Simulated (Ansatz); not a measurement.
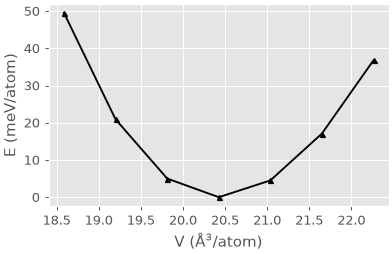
Figure: Sc3TlB (anti-perovskite, Pm-3m) under volume change, r²SCAN (plane waves, PAW; program Ansatz), scaled uniformly.

Q: What does a third-order Birch–Murnaghan fit give for V₀, B₀ and B′?

A: V₀ = 20.43 Å³/atom, B₀ = 82.1 GPa, B′ = 3.9.

The workflow started from an entry of the Crystallography Open Database (COD). Its standing as an ambient phase is unchecked. The r²SCAN relaxation kept the symmetry of its start; whether a distortion lowers the energy is not shown. No spin polarisation was allowed. Scalar-relativistic: spin–orbit coupling is off unless named, which matters more the heavier the elements.

Potentials: the later of the program's two PAW sets.
